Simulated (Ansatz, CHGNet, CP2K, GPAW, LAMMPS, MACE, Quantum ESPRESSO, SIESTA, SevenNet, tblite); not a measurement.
# tblite runs on amorphous 59Ga2O3-41P2O5 (mol %) (64 atoms)

How near does tblite come to plane waves for amorphous 59Ga2O3-41P2O5 (mol %) (64 atoms)?

Method: the method is named at each step, in tblite 0.8.0.

**1. The structure**

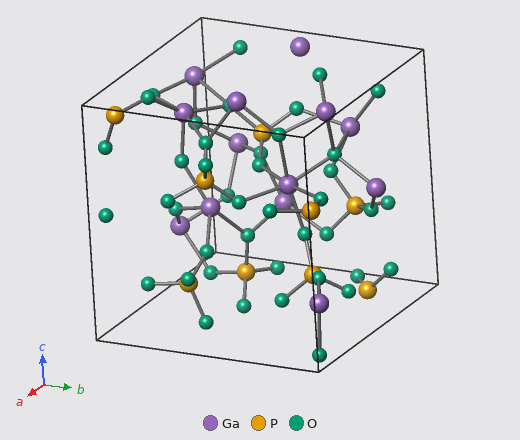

The starting structure, seen slightly off an axis (gallium purple, phosphorus orange, oxygen teal). Bonds to atoms that aren't drawn are left out.

The cell holds 64 atoms: 13 Ga, 9 P and 42 O. Its edges and angles: a = 9.037 Å, b = 9.037 Å, c = 9.037 Å, α = 90.0°, β = 90.0°, γ = 90.0°. 64 atoms (13 Fe, 9 P, 42 O) placed at random at 3.33 g/cm³, melted at 5000 K for 10 ps at fixed volume with the Morse and Coulomb pair potential with partial charges (Pedone, Malavasi, Menziani, Cormack and Segre, J. Phys. Chem. B 110, 11780 (2006)). Quenched from 5000 K to 300 K at 100 K/ps and fixed volume, held 10 ps at zero pressure, then minimised at fixed cell. Then Fe was replaced by Ga and the cell scaled by 1.005 (the potential has no terms for the new elements, so the cell is a start for a DFT relaxation).

The yardstick, on the same geometry:

| Property | Result |
| --- | --- |
| method | Kohn-Sham DFT, PBE, PAW, plane waves (Ansatz 0.2.0); cutoff 420 eV, Γ point, fermi-dirac smearing of 0.05 eV; PAW set soft_2 |
| r.m.s. force component | 1.009 eV/Å |
| longest force | 3.385 eV/Å |
| pressure | -0.8518 GPa |
| gap (highest filled to lowest empty level) | 1.385 eV |
| SCF cycles | 10 |
| time | 4.5 s on 8 threads of Arm Neoverse V2, shared host |
| CPU time | 30 s |

**2. GFN2-xTB**

Method: GFN2-xTB tight binding, diagonalisation.

File run.py:

```python
import numpy as np
from ase.io import read
from tblite.ase import TBLite

atoms = read("structure.xyz")
atoms.calc = TBLite(method="GFN2-xTB", electronic_temperature=580, accuracy=1.0, max_iterations=250, mixer_damping=0.4, verbosity=1)
energy = atoms.get_potential_energy()
forces = atoms.get_forces()
print(f"energy {energy:.6f} eV")
print("forces (eV/A)")
for i, (a, f) in enumerate(zip(atoms, forces)):
    print(f"{i:4d} {a.symbol:2s} {f[0]:10.5f} {f[1]:10.5f} {f[2]:10.5f}")
stress = -atoms.get_stress(voigt=False) * 160.21766
print("stress (GPa, compression positive)")
for row in stress:
    print(" ".join(f"{x:10.4f}" for x in row))
print("charges (e)")
print(np.array2string(atoms.get_charges(), precision=4, suppress_small=True, max_line_width=110, threshold=100000))
```

File structure.xyz:

```xyz
64
Lattice="9.03743 0.00000 0.00000 0.00000 9.03743 0.00000 0.00000 0.00000 9.03743" Properties=species:S:1:pos:R:3 pbc="T T T"
Ga 1.44554 6.65209 6.27758
Ga 2.95723 0.27673 2.17621
Ga 0.61590 1.54540 4.64940
Ga 5.10832 6.04767 5.34916
Ga 5.02987 1.89578 7.52140
Ga 0.38418 4.19481 8.62695
Ga 4.42906 7.38250 8.08407
Ga 8.28497 8.81402 2.33979
Ga 1.66433 3.87679 3.08294
Ga 2.16971 0.79349 7.70956
Ga 4.84424 2.63965 3.91420
Ga 3.86043 8.92898 5.14935
Ga 6.10515 4.69820 8.73549
P 7.65154 3.14864 2.11376
P 5.46295 7.03871 2.14314
P 7.59126 8.31923 5.57754
P 1.61878 7.04721 0.11758
P 1.62240 6.76560 3.32677
P 3.30589 3.06062 0.90410
P 7.92944 0.71161 8.34860
P 2.71096 3.74791 6.11500
P 7.39443 3.93300 6.07116
O 1.88783 3.54999 0.60307
O 6.31283 3.21389 2.82628
O 7.65217 3.76174 0.69145
O 2.06876 5.76651 2.27409
O 4.49712 3.56102 0.10800
O 3.47778 3.32180 2.41390
O 4.82662 6.43555 3.39265
O 8.17228 0.22006 4.51474
O 7.97119 1.66334 2.00242
O 4.07272 0.12490 7.58340
O 6.29177 3.43386 7.03546
O 1.46768 7.89700 7.84169
O 2.96925 6.40284 8.82044
O 7.68308 0.08884 6.92846
O 5.90171 5.93669 1.17613
O 8.84394 3.81389 2.80260
O 5.62553 6.07930 7.46817
O 6.56922 1.33700 8.61104
O 1.79086 8.15429 1.13483
O 8.34715 4.53561 7.09547
O 3.97050 4.25699 5.42869
O 0.14550 1.60197 8.15962
O 3.51538 7.10993 6.05670
O 2.53762 7.92339 3.67335
O 1.45765 1.45774 2.93057
O 6.62426 7.90802 2.56555
O 1.87563 0.54577 5.76895
O 6.13027 7.92131 5.42951
O 4.53851 7.92357 1.28368
O 8.22768 8.65894 0.31007
O 8.15773 2.78967 5.41143
O 4.96191 1.64707 5.60158
O 2.97765 2.62989 7.13342
O 6.72349 4.88690 5.11799
[... 4 atom lines left out ...]
O 4.24958 0.87274 3.38470
O 8.62704 7.22262 5.80745
O 1.93808 4.77583 6.91553
O 3.20648 1.55417 0.63370
```

The run is started by

```sh
$ OMP_NUM_THREADS=1 python run.py > output.txt
```

Output:

```text
------------------------------------------------------------
  cycle        total energy    energy error   density error
------------------------------------------------------------
      1     -203.8266178826  -2.0460342E+02   4.6918842E-01
      2     -208.8571052042  -5.0304873E+00   3.1600642E-01
      3     -210.8832389066  -2.0261337E+00   2.0553897E-01
      4     -212.0429572786  -1.1597184E+00   1.5065144E-01
      5     -212.5624317916  -5.1947451E-01   6.3710093E-02
      6     -212.6125539376  -5.0122146E-02   4.9227426E-02
      7     -212.6456934487  -3.3139511E-02   1.9745846E-02
      8     -212.6451617434   5.3170524E-04   1.4746289E-02
      9     -212.6476120279  -2.4502845E-03   8.9818015E-03
     10     -212.6479198404  -3.0781244E-04   7.1296233E-03
     11     -212.6480642221  -1.4438171E-04   5.6876009E-03
     12     -212.6481565677  -9.2345643E-05   4.1777355E-03
     13     -212.6483072095  -1.5064177E-04   2.5099987E-03
     14     -212.6483457641  -3.8554638E-05   1.2885611E-03
     15     -212.6483568634  -1.1099209E-05   7.8718794E-04
     16     -212.6483628102  -5.9467992E-06   3.9306744E-04
     17     -212.6483637858  -9.7561323E-07   2.0214154E-04
     18     -212.6483641523  -3.6650800E-07   1.2182281E-04
     19     -212.6483642051  -5.2825129E-08   8.2016445E-05
     20     -212.6483642409  -3.5839776E-08   5.8843814E-05
     21     -212.6483642547  -1.3740362E-08   4.4509644E-05
     22     -212.6483642580  -3.3174956E-09   3.3610785E-05
     23     -212.6483642640  -6.0249192E-09   2.3905490E-05
     24     -212.6483642689  -4.8970890E-09   1.5115359E-05
------------------------------------------------------------
 total:                                   4.608 sec
energy -5786.456728 eV
forces (eV/A)
   0 Ga    0.11319    0.18258   -0.66364
   1 Ga   -0.35584   -0.63204   -0.05229
   2 Ga    0.07099   -0.13815    0.33695
   3 Ga    0.40957   -0.03013   -0.13970
   4 Ga    0.53812    0.08097   -0.49413
   5 Ga    0.17236   -0.10538   -0.46854
   6 Ga   -0.80735   -0.32613    0.80974
   7 Ga   -0.36733   -0.15105   -0.31693
   8 Ga   -0.30150    0.15856   -0.40776
   9 Ga   -0.62461   -0.06642   -0.13069
  10 Ga    0.26737   -0.33465    0.20009
  11 Ga   -0.23232    0.18630   -0.16248
  12 Ga   -0.19223    0.66407    0.24032
  13 P     1.00047   -2.10232    0.90838
  14 P     0.46374   -0.17608   -0.48406
  15 P     1.18864   -0.53113    1.06996
  16 P     1.83970    0.24438   -0.18737
  17 P    -0.47388    0.47496   -0.80917
  18 P    -0.60685   -0.29785   -0.19351
  19 P    -0.07418   -0.37178    0.21164
  20 P    -0.08913   -0.54453   -0.17932
  21 P     0.60789   -1.62976   -0.46451
  22 O    -1.09823    1.01512   -0.07984
  23 O    -1.25160    0.74103    0.38233
[...]
56 O    -1.73852    0.46459   -0.37832
  57 O    -0.52450   -0.78166    1.80444
  58 O    -0.92215   -0.52280    0.31579
  59 O    -0.92800   -0.36017   -1.20682
  60 O    -0.03937   -0.21740    0.21734
  61 O     0.38972   -1.31844    0.03765
  62 O    -1.01923    1.31215    1.04451
  63 O     0.07117   -1.85906   -0.25436
stress (GPa, compression positive)
   -5.8953     0.1364     1.1044
    0.1364    -3.9953     0.8885
    1.1044     0.8885    -3.3394
charges (e)
[ 0.2964  0.2905  0.3116  0.2774  0.3145  0.2635  0.3663  0.2254  0.2818  0.3156  0.3534  0.4045  0.2744
  0.5852  0.4974  0.6192  0.5791  0.5905  0.7364  0.5794  0.7496  0.5927 -0.2349 -0.1744 -0.1586 -0.2772
 -0.2189 -0.1852 -0.195  -0.1685 -0.2355 -0.2386 -0.2261 -0.22   -0.2831 -0.1877 -0.2291 -0.1884 -0.2309
 -0.233  -0.2506 -0.2135 -0.2183 -0.2213 -0.2442 -0.2384 -0.3059 -0.19   -0.2895 -0.1811 -0.2226 -0.2167
 -0.259  -0.268  -0.2864 -0.1822 -0.2137 -0.2545 -0.1746 -0.2349 -0.2459 -0.2195 -0.2523 -0.2365]
```

The job ended after 5.1 s (1 thread of Arm Neoverse V2, shared host; peak memory 0.11 GiB).

Banners, paths, timers and routine set-up lines are dropped from the logs unmarked, and long logs keep their key lines alone; longer cuts are marked.

Compared with the plane-wave run:

```yaml
r_m_s_force_component: 0.7986 eV/Å
r_m_s_difference_of_force_components: 351.4 meV/Å
longest_difference_of_force_vectors: 1465 meV/Å
force_difference_over_r_m_s_force: 34.83 %
slope_of_forces_against_the_reference_s: 0.7527
correlation_of_force_components: 0.9508
pressure: -4.41 GPa
pressure_difference: -3.558 GPa
```

Length of the force difference by element (eV/Å):

```
element  atoms  mean  most
     Ga     13  0.75   1.5
      O     42  0.44   1.0
      P      9  0.57   1.1
```

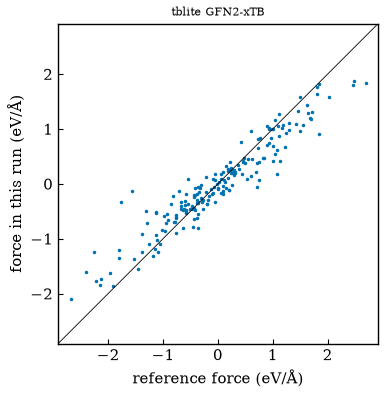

Force components against those of the reference; the line marks equality.

The surroundings of P21, whose charge lies farthest from its element's mean, nearest first, numbered as they follow in the input and with coordinates relative to it.

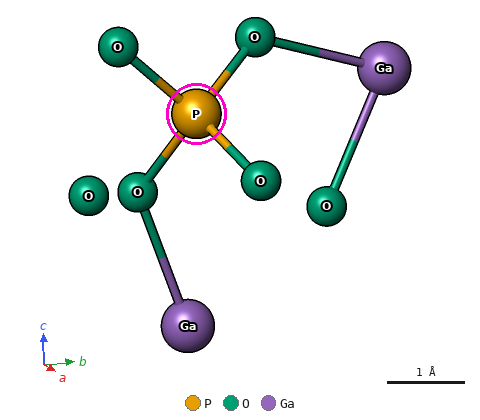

The atoms of the table, within 3.2 Å (arrows a, b, c point along x, y, z); some may hide others; the central atom is ringed.

```
atom      x      y      z  distance (Å)  bonds  Mulliken charge (e)     Fx     Fy  Fz (eV/Å)
 P21   0.00   0.00   0.00          0.00      4                 0.75  -0.09  -0.54      -0.18
 O63  -0.77   1.03   0.80          1.51      3                -0.25  -1.02   1.31       1.04
 O43   1.26   0.51  -0.69          1.52      3                -0.22   1.43   0.66      -0.72
 O55   0.27  -1.12   1.02          1.54      3                -0.29   0.45  -0.56       0.68
 O60  -0.82  -0.59  -1.16          1.54      3                -0.23  -0.93  -0.36      -1.21
 O58  -1.15   2.06  -1.60          2.85      3                -0.25  -0.52  -0.78       1.80
 O54   2.25  -2.10  -0.51          3.12      3                -0.27   0.08  -0.43       0.12
 Ga1  -1.27   2.90   0.16          3.17      5                 0.30   0.11   0.18      -0.66
 Ga9  -1.05   0.13  -3.03          3.21      6                 0.28  -0.30   0.16      -0.41
```

Atoms are counted from 1 here, from 0 in the log.

Forces lie 35 % from the reference's, at 0.17 times its CPU time (on 1 against 8 cores).

Left out of this page: tblite IPEA1-xTB (killed or ended with an error).

**3. Outcome**

| Quantity | Value |
| --- | --- |
| force difference from the reference | tblite GFN2-xTB, 35 % |
| its CPU time | 5.1 s |

In words: Tight binding differs by 35 % (tblite GFN2-xTB); it is another model, with fitted parameters of its own, and the xTB methods hold dispersion. One electronic-structure run takes under half the reference's CPU time: tblite GFN2-xTB, at 35 % in 5.1 s against 30 s; its pressure misses by -3.6 GPa. Periodic xTB results under one method name differ between programs and library versions. The quench rate of 100 K/ps is many orders above laboratory rates, so the cell is likely richer in defects and strain than a real sample. The network of bonds at the start is that of the classical potential that made the cell, and needn't be the one that DFT or experiment would give. The reference's stress is far from hydrostatic: its diagonal is -3.0, -0.5, 0.9 GPa, compression counted positive. The electronic-structure runs sample only Γ, in a cell whose shortest periodic width is 9 Å.

[Also dropped from logs without a mark: logging warnings of Python, and SIESTA's first energy breakdown and zero terms.]

[Logs are printed without paths, hosts, clocks, repeated set-up lines and the standing remarks that a program may print on its own settings, such as how far it seeks lower states.]

[Hosts, paths, dates, database ids (printed as entryN), source tags and the programs' standing remarks are cut or masked in the printed files.]
